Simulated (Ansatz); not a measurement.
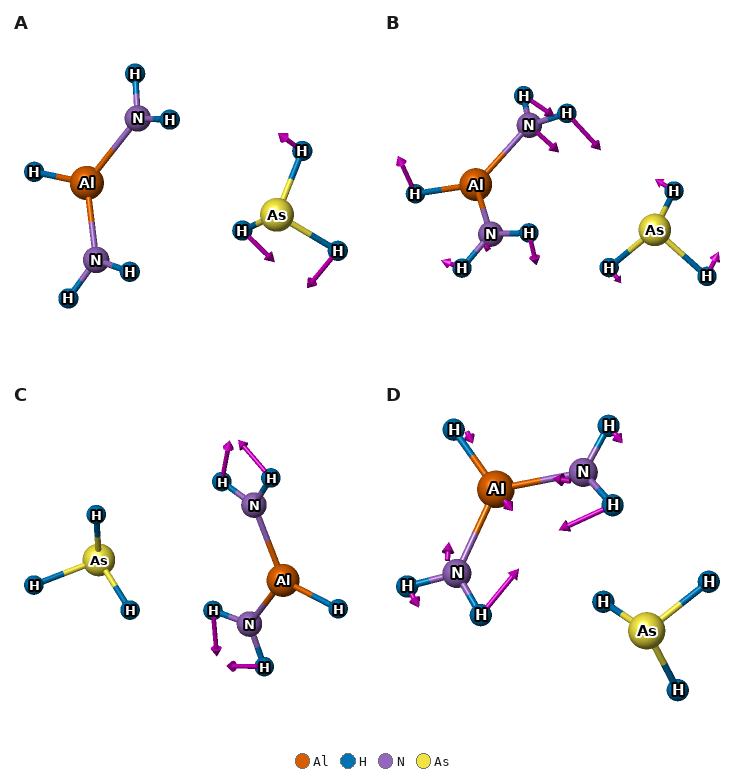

4 normal modes of one molecule or complex, as arrows. Harmonic vibrations computed with RKS PBE0-D4/def2-TZVP (Ansatz 0.2.0) at a stationary point of the same level.

Question: Match the panels to the wavenumbers 74 cm⁻¹, 776 cm⁻¹, 1017 cm⁻¹, 1570 cm⁻¹.

Answer: A: 1017 cm⁻¹, H–As–H bending
B: 74 cm⁻¹
C: 1570 cm⁻¹, angle bending
D: 776 cm⁻¹
